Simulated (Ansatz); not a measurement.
# A hypothetical structure for Zn3Br

Starting from a made-up structure for Zn3Br, the aim is the relaxed cell, its shortest contacts and, where a second run follows, its electronic structure.

Method: DFT, r2SCAN, plane-wave PAW, files of the set soft_1, scalar-relativistic, no spin, cell and ions relaxed at zero pressure; PAW set soft_1, in Ansatz 0.2.0.

## (1) The structure

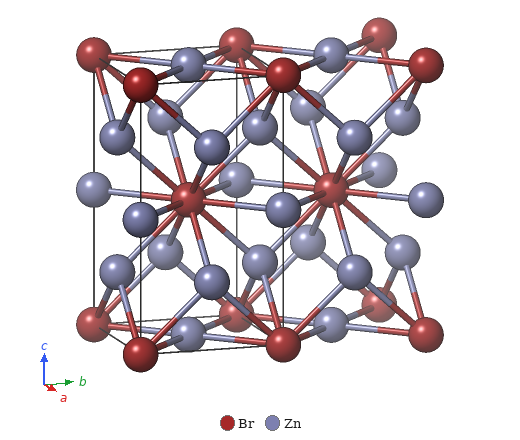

The starting structure, seen slightly off an axis (bromine red, zinc blue). 1×2×1 cells are drawn. This picture shows the conventional cell, with its axes. Some periodic images of atoms are drawn too.

## (2) Relaxing cell and atoms

The guessed cell has no reason to be at equilibrium. It is relaxed with the atoms, within the space group of the guess.

input.yaml

```yaml
crystal:
  lattice:
    - [-2.242, 2.242, 4.117]
    - [2.242, -2.242, 4.117]
    - [2.242, 2.242, -4.117]
  atoms:
    - { symbol: Br, position: [0.0, 0.0, 0.0] }
    - { symbol: Zn, position: [0.5, 0.5, 0.0] }
    - { symbol: Zn, position: [0.25, 0.75, 0.5] }
    - { symbol: Zn, position: [0.75, 0.25, 0.5] }
kpoints:
  mp_grid: { grid: [8, 8, 8] }
scf:
  occupations: { method: fermi_dirac, width: 0.05 }
hamiltonian:
  xc: r2scan
  pseudopotentials: { kind: paw, azcp: { folder: soft_1 } }
relax:
  f_tol: 0.015
  max_steps: 70
  cell: {}
output:
  forces: true
  stress: true
```

Run with:

```sh
ansatz run input.yaml --threads 4 --pin off --max-ram 8192MiB --backend cpu --events-out ev --progress --plain --runs-dir out
```

Numbers of over 12 decimals in the logs are rounded to 6 here.

The log of the run:

```text
Engine: ansatz 0.2.0, x86_64-unknown-linux-gnu
Pseudopotentials: kind: paw
Pseudopotential: Br, paw, valence charge 7, recommended cutoff 500 eV (meta_gga), soft_1/Br.paw.azcp
Pseudopotential: Zn, paw, valence charge 12, recommended cutoff 500 eV (meta_gga), soft_1/Zn.paw.azcp
Functional definition: r2SCAN
  parameter k0 = 0.174
  parameter k1 = 0.065
  parameter a1 = 4.9479
  exchange = r2scan_x(k0 = k0, k1 = k1, a1 = a1)
  correlation = r2scan_c
Crystal: 4 atoms, lattice volume = 82.777 Å³
Basis set: ecut = 500 eV, 2075 PW (Γ), exchange–correlation on 160×160×160 points (64 copies of the dense FFT grid, shifted against one another)
Bands: 26, of which v1, the nominal top of the filled ones, is band 22 counted from 1 (21 counted from 0)
Symmetry: 16 space group operations
Space group: I4/mmm (ITA 139), of the structure as read, at distance tolerance 4.4e-5 Å
k-points: 59 of 512
Non-local potential: Br, projectors of the file, l = 0: 2, l = 1: 2, l = 2: 2
Non-local potential: Zn, projectors of the file, l = 0: 2, l = 1: 2, l = 2: 3, l = 3: 1
PAW form: soft (Blöchl's): semilocal exchange-correlation on the pseudo side does not see the compensation charge
PAW frozen core: Br, regenerated for the run's functional (the file was generated under x = pbe(κ = 0.804, μ = 0.219515), c = pbe(β = 0.066725))
PAW frozen core: Zn, regenerated for the run's functional (the file was generated under x = pbe(κ = 0.804, μ = 0.219515), c = pbe(β = 0.066725))
PAW one-centre angular grid: Br, 302 points (default); XC on 160 Gauss nodes
PAW one-centre angular grid: Zn, 590 points (default); XC on 160 Gauss nodes
Initial density: superposition of atomic densities (chi_scale 0.1, normalization cell, long waves kept (reshape's long-wave potential 0.01 eV rms))
Initial wavefunctions: pseudopotential atomic-orbital guess
Functional: x = r2scan, c = r2scan; τ floored in thin density (d = 2e-4 eV/Å³)
SCF iter   1: F=—  HF=-12769.294779 eV  |F-HF|=—  |Δ(HF+E_count)|=         —  Δρ=6.12e-2  dr2=3.52e0  dr2_τ=3.57e-2  ethr=3.10e-3  ⟨swp⟩=6.1  Hψ=6870  notcnv=0
preconditioner: auto → Kerker (q_TF=auto, 2.446 Å⁻¹)  [metal: Δε(μ)=0.037 eV  Ē_g=10.609 eV  σ=0.050 eV  W_gap=0.18  n_scr=14 (ndim 8)  ℏωp=26.8 eV  f_vac=0.000  D(μ)=2.12/eV (n_scr^D=14)]
SCF iter   2: F=—  HF=-12768.537769 eV  |F-HF|=—  |Δ(HF+E_count)|=   7.57e-1  Δρ=1.55e-2  dr2=5.14e-1  dr2_τ=1.88e-2  ethr=3.10e-3  ⟨swp⟩=2.1  Hψ=3485  notcnv=0
SCF iter   3: F=—  HF=-12768.412651 eV  |F-HF|=—  |Δ(HF+E_count)|=   1.25e-1  Δρ=1.09e-2  dr2=1.50e-1  dr2_τ=5.18e-3  ethr=1.20e-3  ⟨swp⟩=2.5  Hψ=3227  notcnv=0
SCF iter   4: F=—  HF=-12768.398490 eV  |F-HF|=—  |Δ(HF+E_count)|=   1.42e-2  Δρ=5.34e-3  dr2=3.01e-2  dr2_τ=8.83e-4  ethr=3.48e-4  ⟨swp⟩=2.3  Hψ=3150  notcnv=0
SCF iter   5: F=—  HF=-12768.407095 eV  |F-HF|=—  |Δ(HF+E_count)|=   8.61e-3  Δρ=1.63e-3  dr2=2.80e-3  dr2_τ=2.36e-4  ethr=7.01e-5  ⟨swp⟩=2.0  Hψ=3296  notcnv=0  defer=1
SCF iter   6: F=—  HF=-12768.408529 eV  |F-HF|=—  |Δ(HF+E_count)|=   1.43e-3  Δρ=1.14e-3  dr2=8.31e-4  dr2_τ=2.07e-5  ethr=6.52e-6  ⟨swp⟩=2.0  Hψ=2739  notcnv=0  defer=1
SCF iter   7: F=—  HF=-12768.409240 eV  |F-HF|=—  |Δ(HF+E_count)|=   7.11e-4  Δρ=8.64e-4  dr2=3.27e-4  dr2_τ=4.15e-6  ethr=1.93e-6  ⟨swp⟩=2.0  Hψ=2790  notcnv=0  defer=1
SCF iter   8: F=—  HF=-12768.409046 eV  |F-HF|=—  |Δ(HF+E_count)|=   1.94e-4  Δρ=1.57e-4  dr2=3.57e-5  dr2_τ=2.10e-6  ethr=7.61e-7  ⟨swp⟩=2.0  Hψ=2712  notcnv=0  defer=1
SCF iter   9: F=—  HF=-12768.409056 eV  |F-HF|=—  |Δ(HF+E_count)|=   1.05e-5  Δρ=6.23e-5  dr2=5.72e-6  dr2_τ=1.14e-7  ethr=8.31e-8  ⟨swp⟩=2.0  Hψ=2865  notcnv=0  defer=1
SCF iter  10: F=—  HF=-12768.409056 eV  |F-HF|=—  |Δ(HF+E_count)|=   5.01e-7  Δρ=1.97e-5  dr2=2.51e-7  dr2_τ=4.61e-8  ethr=1.33e-8  ⟨swp⟩=2.0  Hψ=2808  notcnv=0  defer=1
SCF iter  11: F=-12768.409056 eV  HF=-12768.409056 eV  |F-HF|=5.87e-9  |Δ(HF+E_count)|=   3.12e-7  Δρ=4.92e-6  dr2=2.21e-8  dr2_τ=5.07e-10  ethr=2.33e-10  ⟨swp⟩=4.7  Hψ=5667  notcnv=0
SCF 1 converged in 11 iterations: F = -12768.409056 eV  dr2 = 2.21e-8
  greatest PAW one-centre occupation: 0.986 electrons in one spin orbital (limit 2), on the Zn atom at site 1 (counted from 0), in its partial waves of l = 2
relax step   1: F+E_penalty+E_count = -12768.40905631 eV  Δ(F+E_penalty+E_count) = +0.000e0 eV  max|allowed force component| = 4.510e-17 eV/Å  Δτ_max = 0.0000 Å  P = -0.365 GPa  Ω = 82.777 Å³  (11 SCF iters, dr2 threshold 1.00e-7 eV, accepted)
Crystal: 4 atoms, lattice volume = 82.012 Å³
Initial density: handed on by an earlier stage of this run
Initial wavefunctions: those handed on with the density
iter 1 solved again at ethr=7.18e-6 eV; its pass at ethr=3.10e-3 eV (dr2=3.09e-3 eV) is discarded
SCF iter   1: F=—  HF=-12768.423358 eV  |F-HF|=—  |Δ(HF+E_count)|=         —  Δρ=1.40e-3  dr2=2.93e-3  dr2_τ=7.51e-3  ethr=7.18e-6  ⟨swp⟩=2.3  Hψ=9526  notcnv=0
preconditioner: auto → Kerker (q_TF=auto, 2.450 Å⁻¹)  [metal: Δε(μ)=0.005 eV  Ē_g=9.838 eV  σ=0.050 eV  W_gap=0.02  n_scr=14 (ndim 8)  ℏωp=26.9 eV  f_vac=0.001  D(μ)=2.57/eV (n_scr^D=14)]
SCF iter   2: F=—  HF=-12768.452455 eV  |F-HF|=—  |Δ(HF+E_count)|=   2.91e-2  Δρ=1.02e-3  dr2=1.27e-3  dr2_τ=9.49e-6  ethr=6.81e-6  ⟨swp⟩=2.1  Hψ=3073  notcnv=0
SCF iter   3: F=—  HF=-12768.452895 eV  |F-HF|=—  |Δ(HF+E_count)|=   4.41e-4  Δρ=4.41e-4  dr2=4.15e-4  dr2_τ=6.41e-6  ethr=2.96e-6  ⟨swp⟩=2.6  Hψ=2512  notcnv=0
SCF iter   4: F=—  HF=-12768.452888 eV  |F-HF|=—  |Δ(HF+E_count)|=   7.77e-6  Δρ=3.61e-4  dr2=9.62e-5  dr2_τ=1.23e-6  ethr=9.66e-7  ⟨swp⟩=2.0  Hψ=2709  notcnv=0
SCF iter   5: F=—  HF=-12768.452865 eV  |F-HF|=—  |Δ(HF+E_count)|=   2.28e-5  Δρ=2.53e-4  dr2=4.45e-5  dr2_τ=3.47e-7  ethr=2.24e-7  ⟨swp⟩=2.0  Hψ=2508  notcnv=0
SCF iter   6: F=—  HF=-12768.452880 eV  |F-HF|=—  |Δ(HF+E_count)|=   1.57e-5  Δρ=9.60e-5  dr2=8.82e-6  dr2_τ=8.25e-8  ethr=1.03e-7  ⟨swp⟩=2.4  Hψ=2337  notcnv=0
SCF iter   7: F=—  HF=-12768.452885 eV  |F-HF|=—  |Δ(HF+E_count)|=   4.64e-6  Δρ=3.51e-5  dr2=1.07e-6  dr2_τ=1.21e-8  ethr=2.05e-8  ⟨swp⟩=2.8  Hψ=2850  notcnv=0
SCF iter   8: F=-12768.452886 eV  HF=-12768.452886 eV  |F-HF|=2.03e-7  |Δ(HF+E_count)|=   4.95e-7  Δρ=2.27e-5  dr2=3.60e-7  dr2_τ=4.68e-9  ethr=9.30e-10  ⟨swp⟩=5.0  Hψ=6576  notcnv=0
SCF 2 converged in 8 iterations: F = -12768.452886 eV  dr2 = 3.60e-7
relax step   2: F+E_penalty+E_count = -12768.45288570 eV  Δ(F+E_penalty+E_count) = -4.383e-2 eV  max|allowed force component| = 6.939e-17 eV/Å  Δτ_max = 0.0000 Å  P = -0.432 GPa  Ω = 82.012 Å³  energy of the carried Pulay correction = +2.184e-4 eV  (8 SCF iters, dr2 threshold 4.00e-7 eV, accepted)
Crystal: 4 atoms, lattice volume = 79.783 Å³
[...]
relax step   6: F+E_penalty+E_count = -12768.87340074 eV  Δ(F+E_penalty+E_count) = -1.257e-1 eV  max|allowed force component| = 1.388e-17 eV/Å  Δτ_max = 0.0000 Å  P = +0.893 GPa  Ω = 78.389 Å³  energy of the carried Pulay correction = +1.202e-3 eV  (9 SCF iters, dr2 threshold 4.00e-7 eV, accepted)
relax step   7: F+E_penalty+E_count = -12768.97207450 eV  Δ(F+E_penalty+E_count) = -9.867e-2 eV  max|allowed force component| = 2.602e-18 eV/Å  Δτ_max = 0.0000 Å  P = +0.163 GPa  Ω = 79.970 Å³  energy of the carried Pulay correction = +6.117e-4 eV  (8 SCF iters, dr2 threshold 4.00e-7 eV, accepted)
relax step   8: F+E_penalty+E_count = -12769.03900706 eV  Δ(F+E_penalty+E_count) = -6.693e-2 eV  max|allowed force component| = 4.337e-19 eV/Å  Δτ_max = 0.0000 Å  P = +1.768 GPa  Ω = 77.803 Å³  energy of the carried Pulay correction = +1.284e-3 eV  (8 SCF iters, dr2 threshold 4.00e-7 eV, accepted)
relax step   9: F+E_penalty+E_count = -12769.05463168 eV  Δ(F+E_penalty+E_count) = -1.562e-2 eV  max|allowed force component| = 1.135e-28 eV/Å  Δτ_max = 0.0000 Å  P = -0.550 GPa  Ω = 81.766 Å³  energy of the carried Pulay correction = -9.741e-5 eV  (9 SCF iters, dr2 threshold 4.00e-7 eV, accepted)
relax step  10: F+E_penalty+E_count = -12769.05757649 eV  Δ(F+E_penalty+E_count) = -2.945e-3 eV  max|allowed force component| = 6.939e-18 eV/Å  Δτ_max = 0.0000 Å  P = +0.023 GPa  Ω = 80.746 Å³  energy of the carried Pulay correction = +2.534e-4 eV  (7 SCF iters, dr2 threshold 4.00e-7 eV, accepted)
relax step  11: F+E_penalty+E_count = -12769.09516798 eV  Δ(F+E_penalty+E_count) = -3.759e-2 eV  max|allowed force component| = 6.939e-18 eV/Å  Δτ_max = 0.0000 Å  P = +0.660 GPa  Ω = 80.746 Å³  stress off target by 1.93e0 GPa  SCF on the basis re-selected at this cell (its energy is not comparable with the rows above)  (11 SCF iters)
relax step  12: F+E_penalty+E_count = -12769.10973008 eV  Δ(F+E_penalty+E_count) = -1.456e-2 eV  max|allowed force component| = 6.505e-19 eV/Å  Δτ_max = 0.0000 Å  P = +0.281 GPa  Ω = 82.020 Å³  energy of the carried Pulay correction = -3.955e-4 eV  (8 SCF iters, dr2 threshold 4.00e-7 eV, accepted)
relax step  13: F+E_penalty+E_count = -12769.11816138 eV  Δ(F+E_penalty+E_count) = -8.431e-3 eV  max|allowed force component| = 3.469e-18 eV/Å  Δτ_max = 0.0000 Å  P = +0.146 GPa  Ω = 83.270 Å³  energy of the carried Pulay correction = -7.807e-4 eV  (7 SCF iters, dr2 threshold 4.00e-7 eV, accepted)
relax step  14: F+E_penalty+E_count = -12769.11825343 eV  Δ(F+E_penalty+E_count) = -9.205e-5 eV  max|allowed force component| = 1.301e-18 eV/Å  Δτ_max = 0.0000 Å  P = -0.021 GPa  Ω = 83.754 Å³  energy of the carried Pulay correction = -9.264e-4 eV  (8 SCF iters, dr2 threshold 8.26e-8 eV, accepted)
Basis set: ecut = 500 eV, 2145 PW (Γ), exchange–correlation on 192×192×192 points (64 copies of the dense FFT grid, shifted against one another)
iter 1 solved again at ethr=2.92e-7 eV; its pass at ethr=3.10e-3 eV (dr2=1.25e-4 eV) is discarded
SCF iter   1: F=—  HF=-12769.119361 eV  |F-HF|=—  |Δ(HF+E_count)|=         —  Δρ=2.09e-4  dr2=4.57e-6  dr2_τ=3.22e-6  ethr=2.92e-7  ⟨swp⟩=3.0  Hψ=11430  notcnv=0
preconditioner: auto → Kerker (q_TF=auto, 2.441 Å⁻¹)  [metal: Δε(μ)=0.106 eV  Ē_g=10.051 eV  σ=0.050 eV  W_gap=0.48  n_scr=24 (ndim 8)  ℏωp=26.6 eV  f_vac=0.000  D(μ)=0.64/eV (n_scr^D=2)]
SCF iter   2: F=—  HF=-12769.119556 eV  |F-HF|=—  |Δ(HF+E_count)|=   1.95e-4  Δρ=1.50e-4  dr2=5.63e-6  dr2_τ=1.94e-6  ethr=1.06e-8  ⟨swp⟩=2.0  Hψ=2759  notcnv=0
SCF iter   3: F=—  HF=-12769.119623 eV  |F-HF|=—  |Δ(HF+E_count)|=   6.72e-5  Δρ=3.47e-5  dr2=2.55e-7  dr2_τ=8.04e-8  ethr=1.06e-8  ⟨swp⟩=2.0  Hψ=2749  notcnv=0
SCF iter   4: F=—  HF=-12769.119647 eV  |F-HF|=—  |Δ(HF+E_count)|=   2.46e-5  Δρ=7.13e-6  dr2=1.51e-8  dr2_τ=4.28e-9  ethr=5.93e-10  ⟨swp⟩=2.0  Hψ=2750  notcnv=0
SCF iter   5: F=—  HF=-12769.119648 eV  |F-HF|=—  |Δ(HF+E_count)|=   1.80e-7  Δρ=4.12e-6  dr2=5.23e-9  dr2_τ=4.50e-10  ethr=3.51e-11  ⟨swp⟩=2.0  Hψ=2759  notcnv=0
SCF iter   6: F=—  HF=-12769.119648 eV  |F-HF|=—  |Δ(HF+E_count)|=   2.90e-9  Δρ=2.09e-6  dr2=1.29e-9  dr2_τ=3.43e-10  ethr=1.22e-11  ⟨swp⟩=2.0  Hψ=2743  notcnv=0
SCF iter   7: F=—  HF=-12769.119648 eV  |F-HF|=—  |Δ(HF+E_count)|=   1.20e-8  Δρ=5.27e-7  dr2=1.40e-10  dr2_τ=1.48e-11  ethr=3.01e-12  ⟨swp⟩=2.0  Hψ=2748  notcnv=0
SCF iter   8: F=-12769.119648 eV  HF=-12769.119648 eV  |F-HF|=2.18e-11  |Δ(HF+E_count)|=  6.33e-10  Δρ=1.46e-7  dr2=2.47e-11  dr2_τ=2.61e-13  ethr=1.00e-12  ⟨swp⟩=4.5  Hψ=5639  notcnv=0
SCF 15 converged in 8 iterations: F = -12769.119648 eV  dr2 = 2.47e-11
relax step  15: F+E_penalty+E_count = -12769.11964759 eV  Δ(F+E_penalty+E_count) = -1.394e-3 eV  max|allowed force component| = 1.301e-18 eV/Å  Δτ_max = 0.0000 Å  P = -0.003 GPa  Ω = 83.754 Å³  stress off target by 3.46e-2 GPa  SCF on the basis re-selected at this cell (its energy is not comparable with the rows above)  (8 SCF iters)
basis re-selected at this cell: Δ(F+E_penalty+E_count) = -1.394e-3 eV, ΔP = +0.017 GPa vs the last step (what re-selecting the basis moved, of the pressure what is left beyond the Pulay correction that the steps carried, after the strain that the cell walked since its last selection, with what the two solves' SCF thresholds leave and, on support functions, any second-order correction that the steps lacked; it is no measure of the basis error at this ecutwfc). The dense FFT grid was sized anew with the basis: this SCF ran on 48×48×48 points, the steps before it on 45×45×45, so part of this shift can come from that change (see relax.cell in the input reference). [rest of the remark cut]
SCF converged after 8 iterations
Free energy (F): -12769.119648 eV
Harris-Foulkes:  -12769.119648 eV  (|F-HF|=2.18e-11)
Internal energy: -12769.113931 eV  (E = F + TS)
E sigma→0 (E₀):  -12769.116789 eV
Entropy (-TS):   -0.005717 eV (-1.429 meV/atom)
Fermi energy:    7.541362 eV
--- Per-component energies (eV) ---
  E_band       = 18.871125
  E_kinetic    = 565.749809
  E_local      = -6259.000268  (includes V_loc(G=0)·N_el)
  E_nonlocal   = 2525.071374
  E_hartree    = 2372.612134
  E_xc         = -388.797496
  E_vxc        = -267.502263  (∫ρ·V_xc dr)
  E_paw        = -8080.069136  (= ΣΔE_a)
  E_vpaw       = -1304.244669  (= ΣTr[D̂ρ^β])
  E_aug_tail   = 0.000229  (compensation charges beyond the density's cutoff)
  E_vtau       = 13.572732  (kinetic-family band-sum trace: ∫τ·v_τ [+ j·A + Jᵃ·Aᵃ] dr)
  E_ewald      = -3503.974534
  E_core_change = -0.706044  (= ΣΔE_core)
  E_smearing   = -0.005717  (= −TS)
  E_closure    = 0.000000  (closes the sum)
  Σ components = -12769.119648   (vs F -12769.119648, Δ=0.00e0)
--- Forces (eV/Å), atoms counted from 1 ---
  atom   1  Br     0.00000000     0.00000000    -0.00000000
  atom   2  Zn     0.00000000     0.00000000     0.00000000
  atom   3  Zn    -0.00000000    -0.00000000     0.00000000
  atom   4  Zn     0.00000000     0.00000000     0.00000000
  max |Σ_I F_I| component: 1.73e-18 eV/Å
--- Stress (GPa, compression-positive) ---
       -0.022087       0.000000      -0.000000
        0.000000      -0.022087       0.000000
        0.000000       0.000000       0.034582
  P = ⅓ Tr σ = -0.0032 GPa (-0.032 kbar)
--- Relaxed structure (13 steps of the walk, 13 accepted, 2 SCFs on fresh bases) ---
  F+E_penalty+E_count = -12769.11964759 eV   max|allowed force component| = 1.301e-18 eV/Å   (the final SCF, on the basis selected at the relaxed cell)
  cell:  # Å, volume = 83.7543 Å³
    - [-1.899569, 1.899569, 5.802790]
    - [1.899569, -1.899569, 5.802790]
    - [1.899569, 1.899569, -5.802790]
  atoms:
    - { symbol: Br, position: [0, 0, 0] }
    - { symbol: Zn, position: [0.5, 0.5, 0] }
    - { symbol: Zn, position: [0.25, 0.750000, 0.500000] }
    - { symbol: Zn, position: [0.750000, 0.25, 0.500000] }
```

Run time: 58 s. Hardware: 4 threads of AMD EPYC 7B13 (Zen 3), shared host; peak memory 1 GiB; 3.6 min of CPU time.

This run has no spin polarisation although its electron count is odd.

The steps of the relaxation:

| step | energy less that of the first step (eV) | largest force component (eV/Å) | pressure (GPa) | volume (Å³) |
| --- | --- | --- | --- | --- |
| 1 | 0.0000 | 0.0000 | -0.37 | 82.78 |
| 2 | -0.0438 | 0.0000 | -0.43 | 82.01 |
| 3 | -0.1502 | 0.0000 | 0.10 | 79.78 |
| 4 | -0.2247 | 0.0000 | 0.05 | 79.75 |
| 5 | -0.3386 | 0.0000 | 0.39 | 79.16 |
| 6 | -0.4643 | 0.0000 | 0.89 | 78.39 |
| 7 | -0.5630 | 0.0000 | 0.16 | 79.97 |
| 8 | -0.6300 | 0.0000 | 1.77 | 77.80 |
| 9 | -0.6456 | 0.0000 | -0.55 | 81.77 |
| 10 | -0.6485 | 0.0000 | 0.02 | 80.75 |
| 11* | -0.6861 | 0.0000 | 0.66 | 80.75 |
| 12 | -0.7007 | 0.0000 | 0.28 | 82.02 |
| 13 | -0.7091 | 0.0000 | 0.15 | 83.27 |
| 14 | -0.7092 | 0.0000 | -0.02 | 83.75 |
| 15* | -0.7106 | 0.0000 | 0.00 | 83.75 |

Relaxation steps marked * repeat the geometry before them on a plane-wave basis chosen anew for their cell, so energy and pressure can jump there.

The run keeps the 16 symmetry operations that it works with, so distortions that break them were not tested.

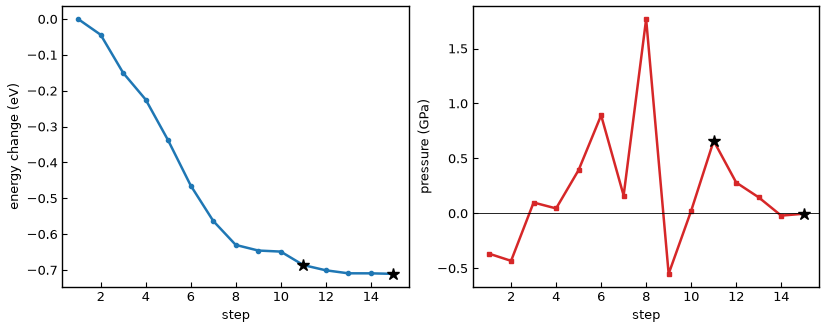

Energy and pressure along the relaxation. Stars mark steps on a basis chosen anew.

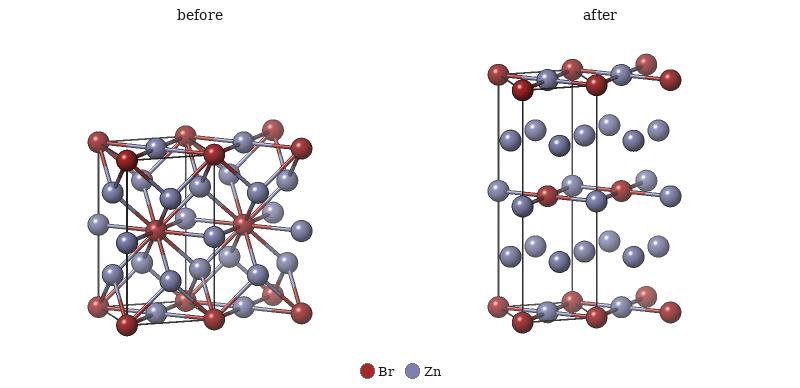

The structure before and after the relaxation, drawn at the same scale.

| cell as run | before | after | change |
| --- | --- | --- | --- |
| a (Å) | 5.196 | 6.394 | +23.1 % |
| b (Å) | 5.196 | 6.394 | +23.1 % |
| c (Å) | 5.196 | 6.394 | +23.1 % |
| α (°) | 128.88 | 145.44 | +12.8 % |
| β (°) | 128.88 | 145.44 | +12.8 % |
| γ (°) | 75.20 | 49.68 | -33.9 % |
| volume (Å³/atom) | 20.69 | 20.94 | +1.2 % |

The relaxed structure:

```cif
data_structure
_symmetry_space_group_name_H-M 'P 1'
_symmetry_Int_Tables_number 1
_cell_length_a 6.3945
_cell_length_b 6.3945
_cell_length_c 6.3945
_cell_angle_alpha 145.437
_cell_angle_beta 145.437
_cell_angle_gamma 49.683
_cell_volume 83.75
loop_
_atom_site_label
_atom_site_type_symbol
_atom_site_fract_x
_atom_site_fract_y
_atom_site_fract_z
_atom_site_occupancy
Br1 Br 0.00000 0.00000 0.00000 1
Zn2 Zn 0.50000 0.50000 0.00000 1
Zn3 Zn 0.25000 0.75000 0.50000 1
Zn4 Zn 0.75000 0.25000 0.50000 1
```

This step gave:

```yaml
free_energy: -12769.1196 eV
energy_at_zero_smearing: -12769.1168 eV
smearing_term_ts: 0.005717 eV
fermi_energy: 7.541 eV
electrons: 43
symmetry_operations: 16
pressure: -0.003197 GPa
```

Shortest distances by pair of elements, guess and relaxed (not always the same contact):

| pair | guess (Å) | relaxed (Å) |
| --- | --- | --- |
| Zn–Zn | 3.044 | 2.686 |
| Br–Zn | 3.044 | 2.686 |
| Br–Br | 4.484 | 3.799 |

The relaxation ends with a pressure of 0.00 GPa.

## (3) Outcome

| Item | Value |
| --- | --- |
| space group, relaxed | I4/mmm |
| conventional cell | a = 3.799, b = 3.799, c = 11.606 Å; α = 90.0°, β = 90.0°, γ = 90.0° |
| volume per atom | 20.94 Å³ (guess 20.69) |

Zn3Br relaxes to I4/mmm with a = 3.799, b = 3.799 and c = 11.606 Å. The guessed volume was near the relaxed one. The space group I4/mmm was held in the relaxation, so the end point is a stationary structure within it and may be a saddle against distortions or other arrangements. Mesh and cutoff weren't tested. A vector of the cell changed its length by 23 %, so the starting arrangement is largely lost and the mesh was laid for another shape. No dispersion term is used, so weakly bound directions may come out too long. Nothing here tests whether the compound is stable against decomposition.

[Logs are printed without paths, hosts, clocks, repeated set-up lines and the standing remarks that a program may print on its own settings, such as how far it seeks lower states.]

[Hosts, paths, dates, database ids (printed as entryN), source tags and the programs' standing remarks are cut or masked in the printed files.]
